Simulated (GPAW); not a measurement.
Consider Ba2NF (R-3m).

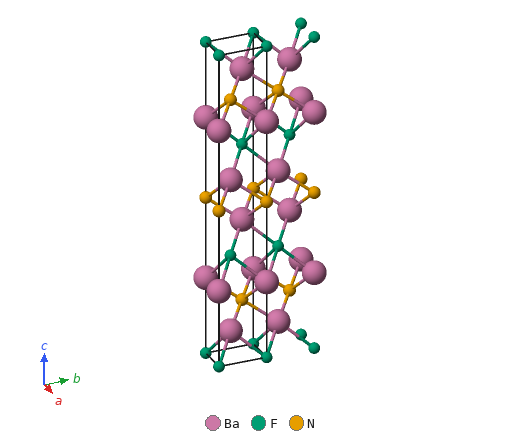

The structure (barium pink, fluorine teal, nitrogen orange). Bonds to atoms that aren't drawn are left out. 1×2×1 conventional cells are drawn. Some periodic images of atoms are drawn too.

```cif
data_structure
_symmetry_space_group_name_H-M 'P 1'
_symmetry_Int_Tables_number 1
_cell_length_a 7.0674
_cell_length_b 7.0674
_cell_length_c 7.0674
_cell_angle_alpha 33.060
_cell_angle_beta 33.060
_cell_angle_gamma 33.060
_cell_volume 93.50
loop_
_atom_site_label
_atom_site_type_symbol
_atom_site_fract_x
_atom_site_fract_y
_atom_site_fract_z
_atom_site_occupancy
Ba1 Ba 0.24236 0.24236 0.24236 1
Ba2 Ba 0.75764 0.75764 0.75764 1
F3 F 0.00000 0.00000 0.00000 1
N4 N 0.50000 0.50000 0.50000 1
```

Absorber: atom 3, with 6 Ba at 2.95 Å (octahedral, site symmetry -3m). Method: GPAW, LDA, full core hole (charged cell), 12-atom cell with 7.0 Å between holes, 3×3×3 k points, dipole transitions, Gaussian full width 0.9 eV up to 4 eV, rising linearly to 3.5 eV at 25 eV.

Q: Where do the maxima of the F K edge fall?

Main maxima up to 24 eV above the zero (height): 1.9 eV (1.88), 5.1 eV (1.32), 6.5 eV (1.17) and 14.5 eV (2.09). A K edge sees empty p states on the absorber. The total-energy difference plus the lowest empty eigenvalue puts the zero at 689.35 eV. One term is added: -9.89 eV, since the hole is spin-paired here and a spin-polarised one costs that much less in the free atom (computed apart). The photon energy is then 679.46 eV. The functional and the charged cell's background leave an error in such absolute values: in the free atom LDA prices this hole 4.7 eV below PBE (computed apart), and PBE is itself good to a few eV.

The F K spectrum (energy from the lowest empty level; intensity scaled to a mean of 1 over the first 20 eV; polarised curves are means over the symmetry-equivalent atoms):

```
E (eV)  isotropic  ε ⊥ c  ε ∥ c
  -2.0       0.00   0.00   0.00
  -0.5       0.02   0.02   0.01
   1.0       1.25   1.53   0.69
   2.5       1.53   1.14   2.32
   4.0       1.12   1.18   1.00
   5.5       1.22   1.14   1.37
   7.0       1.02   1.19   0.68
   8.5       0.47   0.48   0.46
  10.0       0.29   0.29   0.29
  11.5       0.49   0.50   0.47
  13.0       1.20   1.19   1.23
  14.5       2.09   2.07   2.12
  16.0       1.42   1.43   1.41
  17.5       0.73   0.75   0.68
  19.0       0.54   0.57   0.49
  20.5       0.50   0.51   0.46
  22.0       0.54   0.53   0.56
  23.5       0.82   0.78   0.92
  25.0       1.12   1.07   1.23
  26.5       1.23   1.22   1.25
  28.0       1.26   1.30   1.19
  29.5       1.24   1.30   1.11
```

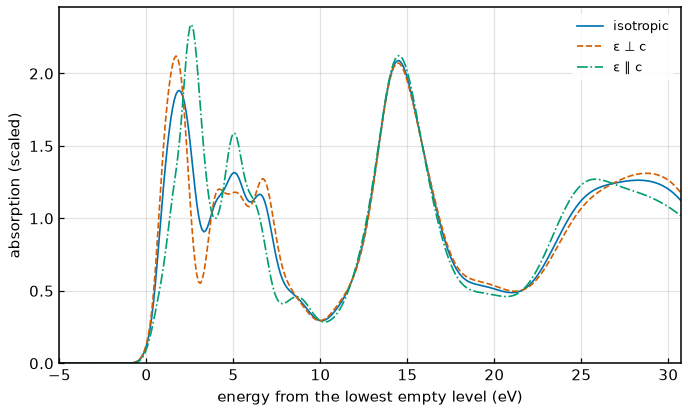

The F K edge.

The mesh is coarse (0.36 Å⁻¹ between points), so small maxima may be mesh ripples. The structure is a computed Materials Project entry and may be a hypothetical form.

[Banner, clock and machine lines of the logs are left out without a mark of their own.]

[Logs are printed without paths, hosts, clocks, repeated set-up lines and the standing remarks that a program may print on its own settings, such as how far it seeks lower states.]

[Hosts, paths, dates, database ids (printed as entryN), source tags and the programs' standing remarks are cut or masked in the printed files.]

[Lists of maxima count a maximum above −3 eV only where it reaches 4 % of the highest in the window and stands out from its surroundings by 2 % of it (1.5 % where it reaches 55 %); shoulders and weaker maxima are passed over, and of the rest the first, up to two pre-edge ones and the few strongest are named.]
